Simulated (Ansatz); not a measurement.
# How fast states decay through K2LiI2Br, part 2 of 3

A new crystal, K2LiI2Br: structure, gap and complex bands. It is built by putting Li for part of the K in the K3I2Br structure of space group P-3m1, with the volume rescaled by atomic radii. The parent structure comes from the Materials Project.

Ansatz 0.2.0; r2SCAN DFT, plane waves, PAW files (the session's first sound run).

So far. Step 2 (Cell and atoms at rest): The largest force component on a free atom ends at 0.0018 eV/Å.

The structure was built from a prototype and need not be the compound's stable phase.

## 3. The bulk crystal and its band edges

The energy window and the wavevectors of the next steps follow from the band edges, so these are searched first, off the mesh as well.

File input.yaml:

```yaml
crystal:
  lattice:
    - [4.6064926238, 0.0, 0.0]
    - [-2.3032463119, 3.9893396345, 0.0]
    - [0.0, 0.0, 11.6897991824]
  atoms:
    - { symbol: K, position: [0.0, 0.0, 0.5150745482] }
    - { symbol: K, position: [0.3333333333, 0.6666666667, 0.1348748888] }
    - { symbol: Li, position: [0.6666666667, 0.3333333333, 0.8422419765] }
    - { symbol: I, position: [0.3333333333, 0.6666666667, 0.7092146807] }
    - { symbol: I, position: [0.6666666667, 0.3333333333, 0.3271194957] }
    - { symbol: Br, position: [0.0, 0.0, -0.02852559] }
kpoints:
  mp_grid: { grid: [6, 6, 2] }
  band_path: { path: [VBM, CBM], npoints: 30 }
scf:
  occupations: { method: fixed }
hamiltonian:
  xc: r2scan
output:
  eigenvalues: true
  write_potential: true
  write_density: true
  volumetric_format: npy
```

Command:

```sh
> ansatz run input.yaml --threads 2 --pin off --max-ram 4096MiB --backend cpu --events-out ev --progress --plain --runs-dir out
```

Numbers of over 12 decimals in the logs are rounded to 6 here.

The log of the run:

```text
[...]
Crystal: 6 atoms, lattice volume = 214.822 Å³
Basis set: ecut = 500 eV, 5461 PW (Γ), exchange–correlation on 144×144×360 points (64 copies of the dense FFT grid, shifted against one another)
Bands: 38, of which v1, the nominal top of the filled ones, is band 31 counted from 1 (30 counted from 0)
Symmetry: 6 space group operations
[...]
k-points: 14 of 72 (time reversal used)
[...]
SCF iter   1: F=—  HF=-21148.862185 eV  |F-HF|=—  |Δ(HF+E_count)|=         —  Δρ=2.57e-3  dr2=1.37e-2  dr2_τ=3.48e-3  ethr=1.77e-3  ⟨swp⟩=6.0  Hψ=2060  notcnv=0  defer=58
[...]
SCF iter   7: F=-21148.896401 eV  HF=-21148.896401 eV  |F-HF|=2.03e-9  |Δ(HF+E_count)|=   2.47e-8  Δρ=1.69e-6  dr2=1.08e-8  dr2_τ=4.96e-10  ethr=1.61e-10  ⟨swp⟩=3.9  Hψ=1306  notcnv=0
SCF 1 converged in 7 iterations: F = -21148.896401 eV  dr2 = 1.08e-8
[...]
NSCF: frozen V_eff on 34 k-points
[...]
SCF converged after 7 iterations
Free energy (F): -21148.896401 eV
[...]
Internal energy: -21148.896401 eV  (E = F + TS)
E sigma→0 (E₀):  -21148.896401 eV
Fermi energy:    2.295067 eV
[...]
--- Band table (eV; the first three rows and the last of 14) ---
  k-point 0: bands = [... 27 lower, 2.0297, 2.0297, 2.2951, 2.2951, 6.6214, 7.7686, 8.3820, 8.8997, ... 3 higher]
  k-point 1: bands = [... 27 lower, 2.0398, 2.0398, 2.2860, 2.2860, 7.2077, 7.4603, 8.0239, 8.6115, ... 3 higher]
  k-point 2: bands = [... 27 lower, 1.8593, 1.9202, 1.9619, 2.2037, 7.1909, 8.2351, 8.6930, 9.0209, ... 3 higher]
  k-point 13: bands = [... 27 lower, 1.2746, 1.4956, 1.5501, 1.7036, 8.6534, 8.9748, 9.2486, 9.3201, ... 3 higher]
```

The job ended after 52 s (2 threads of Arm Neoverse V2, shared host; peak memory 0.83 GiB; 1.7 min of CPU time).

Numbers from this step:

```
Fermi energy        : 2.295 eV
gap on the k-mesh   : 4.326 eV
gap on path         : 4.326 eV, by band count; negative where bands overlap
direct gap on path  : 4.326 eV
edge places on path : 0, 0 1/A along the path
```

Levels at VBM (eV): -1.90, -1.41, -1.04, -1.04, -0.32, -0.27, -0.27, 0.00, 0.00, 4.33, 5.47, 6.09, 6.60, 7.14, 7.38, 7.38.

The searched edges give 4.33 eV, as on the mesh.

## 4. Decaying states in the gap

This step: r2SCAN DFT, plane waves, PAW files; complex bands by layer matching along the plane's normal (Ansatz 0.2.0).

The same crystal is laid in a cell whose first two vectors span the (001) plane (indices of the standard conventional cell, whose axes can be ordered otherwise than in the bulk input). At fixed energy and wavevector in the plane the solver finds all kz, real and complex. A few wavevectors are listed, (0, 0) and (0.5, 0) in units of the plane's reciprocal vectors; the slowest state needn't be among them.

File input.yaml:

```yaml
crystal:
  lattice:
    - [4.606492624, 0.0, 0.0]
    - [2.303246312, 3.989339635, 0.0]
    - [0.0, 0.0, 11.689799182]
  atoms:
    - { symbol: K, position: [0.0, 0.0, 0.5150745482] }
    - { symbol: K, position: [0.6666666667, 0.6666666667, 0.1348748888] }
    - { symbol: Li, position: [0.3333333333, 0.3333333333, 0.8422419765] }
    - { symbol: I, position: [0.6666666667, 0.6666666667, 0.7092146807] }
    - { symbol: I, position: [0.3333333333, 0.3333333333, 0.3271194957] }
    - { symbol: Br, position: [0.0, 0.0, 0.97147441] }
kpoints:
  mp_grid: { grid: [6, 6, 2] }
scf:
  occupations: { method: fixed }
hamiltonian:
  xc: r2scan
output:
  eigenvalues: true
  transmission:
    leads: [[0, 0]]
    kpoints: [[0.0, 0.0], [0.5, 0.0]]
    e_range: [-1.0, 5.33]
    de: 0.11
```

The log of the run:

```text
[...]
Crystal: 6 atoms, lattice volume = 214.822 Å³
Basis set: ecut = 500 eV, 5461 PW (Γ), exchange–correlation on 144×144×360 points (64 copies of the dense FFT grid, shifted against one another)
Bands: 38, of which v1, the nominal top of the filled ones, is band 31 counted from 1 (30 counted from 0)
Symmetry: 6 space group operations
[...]
k-points: 14 of 72 (time reversal used)
[...]
SCF iter   1: F=—  HF=-21148.862185 eV  |F-HF|=—  |Δ(HF+E_count)|=         —  Δρ=2.57e-3  dr2=1.37e-2  dr2_τ=3.48e-3  ethr=1.77e-3  ⟨swp⟩=6.0  Hψ=2060  notcnv=0  defer=58
[...]
SCF iter   7: F=-21148.896401 eV  HF=-21148.896401 eV  |F-HF|=2.02e-9  |Δ(HF+E_count)|=   2.48e-8  Δρ=1.69e-6  dr2=1.08e-8  dr2_τ=4.96e-10  ethr=1.61e-10  ⟨swp⟩=3.9  Hψ=1306  notcnv=0
SCF 1 converged in 7 iterations: F = -21148.896401 eV  dr2 = 1.08e-8
[...]
transmission: 17 of 34 steps passed
transmission: 34 of 34 steps passed
SCF converged after 7 iterations
Free energy (F): -21148.896401 eV
[...]
Internal energy: -21148.896401 eV  (E = F + TS)
E sigma→0 (E₀):  -21148.896401 eV
Fermi energy:    2.295067 eV
[...]
--- Band table (eV; the first three rows and the last of 14) ---
  k-point 0: bands = [... 27 lower, 2.0297, 2.0297, 2.2951, 2.2951, 6.6214, 7.7686, 8.3820, 8.8997, ... 3 higher]
  k-point 1: bands = [... 27 lower, 2.0398, 2.0398, 2.2860, 2.2860, 7.2077, 7.4603, 8.0239, 8.6115, ... 3 higher]
  k-point 2: bands = [... 27 lower, 1.8593, 1.9202, 1.9619, 2.2037, 7.1909, 8.2351, 8.6930, 9.0209, ... 3 higher]
  k-point 13: bands = [... 27 lower, 1.2746, 1.4956, 1.5501, 1.7036, 8.6534, 8.9748, 9.2486, 9.3201, ... 3 higher]
--- Transmission ---
  basis      : 199 plane waves across, 17 finite elements along
  points     : 2, as listed
  energies   : 58 from -1.000000 to 5.270000 eV about the Fermi level, 0.110000 eV apart; the leads are filled to 2.163167 eV, and channels, transmission and decay are at 2.190000 eV
  crystal 0  : Li1Br1K2I2, at the sites [0, 0], period 11.6898 Å: whole cells are its period
    offset         : up to 0.0000 Å between an atom of the period and one for which it stands
    channels       : 0.000000e0 a spin
    conductance    : none, the energies end too early or step too widely for 300 K: set another output.transmission.e_range or a lower de, or, where they end at an eighth of basis.ecutwfc, a higher one
    slowest decay  : 0.3201 /Å at (0.0000, 0.0000)
```

It took 37 s on 2 threads; peak memory 1.2 GiB; 74 s of CPU time.

Numbers from this step:

```yaml
level_to_which_the_leads_are_filled: 2.163 eV from the Fermi level
decay_constant_at_the_filling_level_zone_centre: 0.3201 Å⁻¹
decay_constant_at_the_filling_level_slowest_listed_point: 0.3201 Å⁻¹
```

K parallel (0, 0); values up to 1.5 1/Å, a degenerate pair printed once or twice; energies at which all values exceed this have no row. Table of Im kz of the slowest decaying states by energy, zero at the highest filled level on the SCF mesh:

```
energy (eV)  decay 1 (Å⁻¹)  decay 2 (Å⁻¹)  decay 3 (Å⁻¹)  decay 4 (Å⁻¹)
     -1.000          0.388           1.16           1.28           1.36
     -0.450          0.404           1.12           1.24           1.33
     -0.010         0.0536          0.184           1.09           1.20
      0.540          0.272          0.570           1.04           1.15
      0.980          0.305          0.651           1.01           1.11
      1.530          0.323          0.703          0.962           1.06
      1.970          0.324          0.725          0.922           1.02
      2.520          0.310          0.735          0.869          0.962
      2.960          0.286          0.732          0.824          0.917
      3.510          0.237          0.718          0.761          0.860
      3.950          0.170          0.698          0.706          0.812
      4.500          0.623          0.663          0.749           1.05
      5.050         0.0314          0.510          0.617          0.681
```

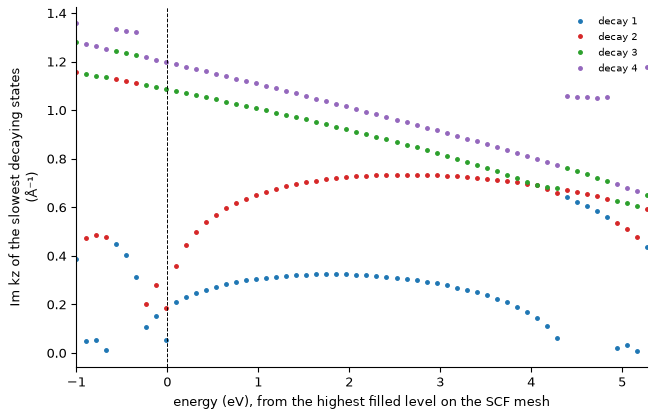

Im kz of the slowest decaying states against energy.

K parallel (0.5, 0); values up to 1.5 1/Å, a degenerate pair printed once or twice; energies at which all values exceed this have no row. The Im kz of the slowest decaying states by energy, zero at the highest filled level on the SCF mesh:

```csv
energy (eV),decay 1 (Å⁻¹),decay 2 (Å⁻¹),decay 3 (Å⁻¹),decay 4 (Å⁻¹)
-1.000,0.0854,0.196,0.608,1.04
-0.450,0.274,0.300,0.351,1.01
-0.010,0.373,0.434,0.645,0.977
0.540,0.431,0.497,0.805,0.937
0.980,0.454,0.521,0.872,0.903
1.530,0.467,0.531,0.858,0.923
1.970,0.468,0.529,0.819,0.946
2.520,0.458,0.517,0.767,0.959
2.960,0.442,0.500,0.721,0.958
3.510,0.412,0.469,0.658,0.944
3.950,0.378,0.436,0.602,0.926
4.500,0.316,0.382,0.522,0.895
5.050,0.209,0.303,0.424,0.855
```

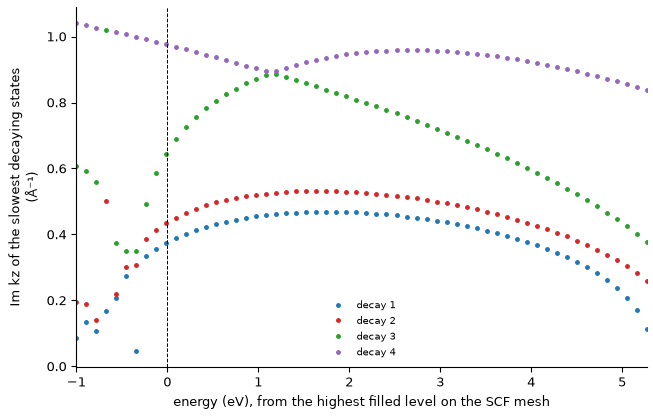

Im kz of the slowest decaying states against energy.

At the listed wavevectors the last open channel is at -0.34 eV and the next at +4.39 eV on the grid, wider than the gap, since narrow bands can fall between grid energies. At +2.19 eV, the grid energy nearest the filling level (the middle of the gap on the SCF mesh), the slowest state at the listed wavevectors decays with κ = 0.320 Å⁻¹, its amplitude falling by e over 3.1 Å. Through 1 nm of this crystal that state's transmission falls by exp(−2 × 0.320 Å⁻¹ × 10 Å) = 0.0017.

## 5. Decay over the two-dimensional zone

The listed points could miss the slowest state, so one energy near mid-gap is solved on a mesh of 8×8.

Changes to input.yaml since step 4:

```diff
@@ -20,6 +20,2 @@
   eigenvalues: true
-  transmission:
-    leads: [[0, 0]]
-    kpoints: [[0.0, 0.0], [0.5, 0.0]]
-    e_range: [-1.0, 5.33]
-    de: 0.11
+  transmission: { leads: [[0, 0]], kmesh: [8, 8], e_range: [2.16, 2.17], de: 0.05 }
```

The log of the run:

```text
[...]
Crystal: 6 atoms, lattice volume = 214.822 Å³
Basis set: ecut = 500 eV, 5461 PW (Γ), exchange–correlation on 144×144×360 points (64 copies of the dense FFT grid, shifted against one another)
Bands: 38, of which v1, the nominal top of the filled ones, is band 31 counted from 1 (30 counted from 0)
Symmetry: 6 space group operations
[...]
k-points: 14 of 72 (time reversal used)
[...]
SCF iter   1: F=—  HF=-21148.862185 eV  |F-HF|=—  |Δ(HF+E_count)|=         —  Δρ=2.57e-3  dr2=1.37e-2  dr2_τ=3.48e-3  ethr=1.77e-3  ⟨swp⟩=6.0  Hψ=2060  notcnv=0  defer=58
[...]
SCF iter   7: F=-21148.896401 eV  HF=-21148.896401 eV  |F-HF|=2.02e-9  |Δ(HF+E_count)|=   2.48e-8  Δρ=1.69e-6  dr2=1.08e-8  dr2_τ=4.96e-10  ethr=1.61e-10  ⟨swp⟩=3.9  Hψ=1306  notcnv=0
SCF 1 converged in 7 iterations: F = -21148.896401 eV  dr2 = 1.08e-8
[...]
transmission: 51 of 170 steps passed
transmission: 102 of 170 steps passed
transmission: 153 of 170 steps passed
transmission: 170 of 170 steps passed
SCF converged after 7 iterations
Free energy (F): -21148.896401 eV
[...]
Internal energy: -21148.896401 eV  (E = F + TS)
E sigma→0 (E₀):  -21148.896401 eV
Fermi energy:    2.295067 eV
[...]
--- Band table (eV; the first three rows and the last of 14) ---
  k-point 0: bands = [... 27 lower, 2.0297, 2.0297, 2.2951, 2.2951, 6.6214, 7.7686, 8.3820, 8.8997, ... 3 higher]
  k-point 1: bands = [... 27 lower, 2.0398, 2.0398, 2.2860, 2.2860, 7.2077, 7.4603, 8.0239, 8.6115, ... 3 higher]
  k-point 2: bands = [... 27 lower, 1.8593, 1.9202, 1.9619, 2.2037, 7.1909, 8.2351, 8.6930, 9.0209, ... 3 higher]
  k-point 13: bands = [... 27 lower, 1.2746, 1.4956, 1.5501, 1.7036, 8.6534, 8.9748, 9.2486, 9.3201, ... 3 higher]
--- Transmission ---
  basis      : 199 plane waves across, 17 finite elements along
  points     : 10, standing for a mesh of 8 x 8
  energies   : 1 from 2.160000 to 2.160000 eV about the Fermi level; the leads are filled to 2.163167 eV, and channels, transmission and decay are at 2.160000 eV
[...]
channels       : 0.000000e0 a spin
    conductance    : none, crystal 0 has no channel at the energies, or these end too early or step too widely for 300 K: set another output.transmission.e_range or a lower de, or, where they end at an eighth of basis.ecutwfc, a higher one
    slowest decay  : 0.3208 /Å at (0.0000, 0.0000)
```

Wall time 26 s (2 threads); peak memory 1.2 GiB; 52 s of CPU time.

Numbers from this step:

```
least decay constant on the mesh : 0.3208 Å⁻¹
```

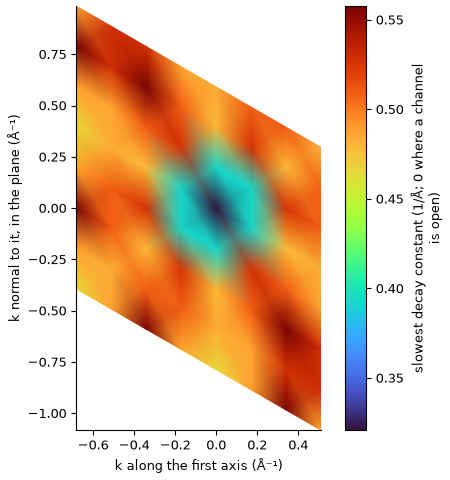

Slowest decay constant (1/Å; 0 where a channel is open) over k1 and k2. At 2.1600 eV from the Fermi level.

The least value on the mesh is 0.321 Å⁻¹ at +2.16 eV. At that energy the listed points give about 0.321 Å⁻¹ by interpolation, so the mesh holds no clearly slower state.

## 6. Band edges at another level, cutoff 420 eV

This step: LDA DFT, plane waves, PAW files (Ansatz 0.2.0).

The edges again with LDA, at the same atoms. Against that run the cutoff is 420 eV against 500.

File input.yaml:

```yaml
crystal:
  lattice:
    - [4.6064926238, 0.0, 0.0]
    - [-2.3032463119, 3.9893396345, 0.0]
    - [0.0, 0.0, 11.6897991824]
  atoms:
    - { symbol: K, position: [0.0, 0.0, 0.5150745482] }
    - { symbol: K, position: [0.3333333333, 0.6666666667, 0.1348748888] }
    - { symbol: Li, position: [0.6666666667, 0.3333333333, 0.8422419765] }
    - { symbol: I, position: [0.3333333333, 0.6666666667, 0.7092146807] }
    - { symbol: I, position: [0.6666666667, 0.3333333333, 0.3271194957] }
    - { symbol: Br, position: [0.0, 0.0, -0.02852559] }
kpoints:
  mp_grid: { grid: [6, 6, 2] }
  band_path: { path: [VBM, CBM], npoints: 30 }
scf:
  occupations: { method: fixed }
hamiltonian:
  xc: lda
output:
  eigenvalues: true
```

The log of the run:

```text
[...]
Crystal: 6 atoms, lattice volume = 214.822 Å³
Basis set: ecut = 420 eV, 4173 PW (Γ)
Bands: 38, of which v1, the nominal top of the filled ones, is band 31 counted from 1 (30 counted from 0)
Symmetry: 6 space group operations
[...]
k-points: 14 of 72 (time reversal used)
[...]
SCF iter   1: F=—  HF=-20608.382029 eV  |F-HF|=—  |Δ(HF+E_count)|=         —  Δρ=4.54e-3  dr2=2.39e-2  ethr=1.77e-3  ⟨swp⟩=5.9  Hψ=1859  notcnv=0  defer=64
[...]
SCF iter   7: F=-20608.372297 eV  HF=-20608.372297 eV  |F-HF|=3.29e-9  |Δ(HF+E_count)|=   3.04e-8  Δρ=1.66e-6  dr2=7.65e-9  ethr=1.61e-10  ⟨swp⟩=17.1  Hψ=2979  notcnv=0
SCF 1 converged in 7 iterations: F = -20608.372297 eV  dr2 = 7.65e-9
[...]
SCF converged after 7 iterations
Free energy (F): -20608.372297 eV
[...]
Internal energy: -20608.372297 eV  (E = F + TS)
E sigma→0 (E₀):  -20608.372297 eV
Fermi energy:    2.353487 eV
[...]
--- Band table (eV; the first three rows and the last of 14) ---
  k-point 0: bands = [... 27 lower, 2.0854, 2.0854, 2.3535, 2.3535, 5.7062, 6.9496, 7.5378, 8.1864, ... 3 higher]
  k-point 1: bands = [... 27 lower, 2.0968, 2.0968, 2.3433, 2.3433, 6.3337, 6.5575, 7.2382, 7.9161, ... 3 higher]
  k-point 2: bands = [... 27 lower, 1.8974, 1.9870, 2.0196, 2.2611, 6.3172, 7.4215, 7.8937, 8.2513, ... 3 higher]
  k-point 13: bands = [... 27 lower, 1.3110, 1.5592, 1.6152, 1.7649, 7.9625, 8.2817, 8.5336, 8.5916, ... 3 higher]
```

It took 25 s on 2 threads; peak memory 0.47 GiB; 50 s of CPU time.

This step gave:

| Item | Value |
| --- | --- |
| free energy | -20608.3723 eV |
| Fermi energy | 2.353 eV |
| gap on the k-mesh | 3.353 eV |
| gap on path | 3.353 eV, by band count; negative where bands overlap |
| direct gap on path | 3.353 eV |

Levels at VBM (eV): -1.92, -1.47, -0.99, -0.99, -0.31, -0.27, -0.27, 0.00, 0.00, 3.35, 4.60, 5.18, 5.83, 6.30, 6.52, 6.52.

The searched edges give 3.35 eV, as on the mesh.

For the gap on path, step 3 gave 4.33 eV; this run, with LDA and cutoff 420 eV, gives 3.35 eV.

[end of part 2 of 3]

[Logs are printed without paths, hosts, clocks, repeated set-up lines and the standing remarks that a program may print on its own settings, such as how far it seeks lower states.]

[Hosts, paths, dates, database ids (printed as entryN), source tags and the programs' standing remarks are cut or masked in the printed files.]

[New means built here by substitution; the compound itself may be known and measured.]
